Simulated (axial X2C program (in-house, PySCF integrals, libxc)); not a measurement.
**Relativistic diatomic calculation, with input and output: WO**

WO, single determinant with M_S = 2 and |Λ| = 1 (not the lowest found). Computed at this level: PBE0, spin-free X2C-1e, W dyall-cv3z, O dyall-av3z (cores contracted) (axial X2C program (in-house, PySCF integrals, libxc)).

## The program's output
```
spin-free X2C-1e  PBE0
basis functions 239  fitting functions 1175  grid points 5076
iter        total energy     max residual
   1     -16218.780335775     2.37e-05
   2     -16218.780335765     4.06e-05
   3     -16218.780335790     2.13e-05
   4     -16218.780335794     8.40e-06
   5     -16218.780335795     6.44e-06
converged
one-electron -22633.88390455  Coulomb 6562.12582940  exact exchange -82.92127715  xc functional -254.19376800  nuclear repulsion 190.09278451
```

## The points of the curve

| R (Å) | E (hartree) | dipole (D; origin at the first atom, positive when the second is positive) | highest filled (eV) | lowest empty (eV) |
| --- | --- | --- | --- | --- |
| 1.549 | −16218.755510 | −1.92 | −4.32 | −2.75 |
| 1.599 | −16218.771839 | −2.38 | −4.50 | −2.76 |
| 1.648 | −16218.780336 | −2.81 | −4.68 | −2.78 |
| 1.706 | −16218.782601 | −3.29 | −4.88 | −2.81 |
| 1.763 | −16218.778649 | −3.72 | −5.08 | −2.88 |

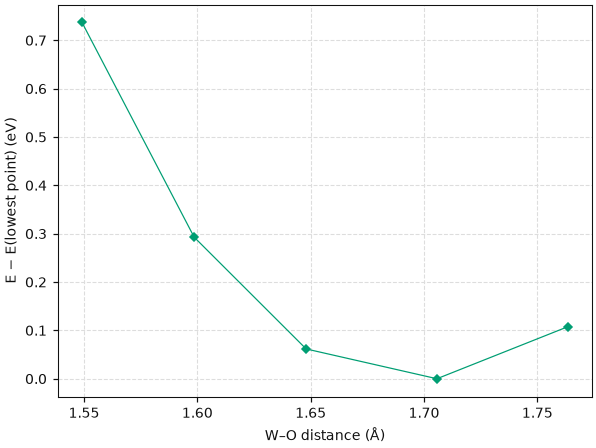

**Figure 1.** Energy at 5 bond lengths, for one set of occupations held fixed; the line joins the points. A polynomial of degree 3 through 5 points gives rₑ = 1.695 Å, ωₑ = 993.2 cm⁻¹ and Bₑ = 0.3986 cm⁻¹. The minimum lies 6.09 eV below W + O, each computed as one determinant at the same level.

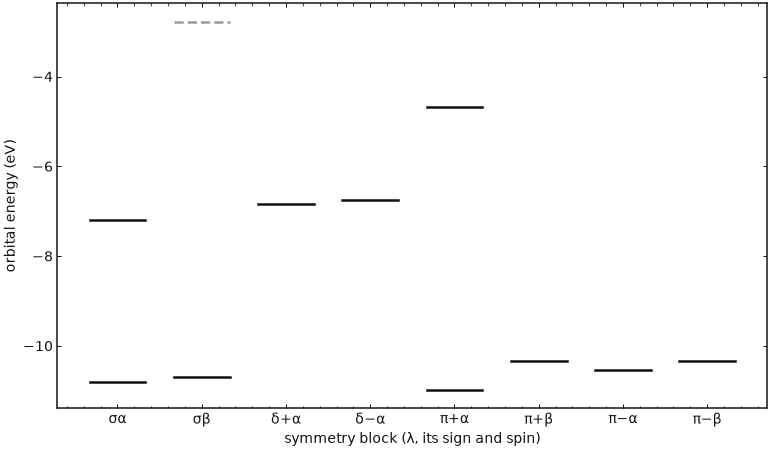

**Figure 2.** Orbital energies near the frontier at 1.65 Å, filled (solid) and empty (dashed); a label such as π−α means λ = −1 and α spin. The highest filled orbital (π+α; 48 % W d, 28 % W p) lies at −4.68 eV, the lowest empty one (σβ; 65 % W s, 11 % W d) at −2.78 eV.

## Input
```
{"zs": [74, 8], "q": 0, "bas": ["dyall-cv3z", "dyall-av3z"], "levels": ["PBE0", "HF", "TPSSh"], "cc": true, "r0": 1.77, "thr": -1.0, "nmax": 90, "npts": 10, "nst": 2, "ntry": 6}
```

The line is the task of a batch: nuclear charges, charge, bases, the levels to run, a first guess of the distance and further settings. This report covers PBE0 without spin-orbit coupling. The log is that of the reference distance 1.648 Å, started from orbitals converged before.

The run was one of a batch that the task file lists, launched with:
```bash
python <driver script> task.json out
```

## Key numbers

- outcome: converged
- bond length rₑ: 1.695 Å
- ωₑ: 993.2 cm⁻¹
- energy at the minimum: −16218.78271 hartree
- depth below the fragments: 6.09 eV
- largest ⟨S²⟩ along the curve: 6.05
- hardware: 1 CPU thread, shared host
- wall time: 4.1 s

## Remarks

To bear in mind: 5 of the 10 points asked for were kept.
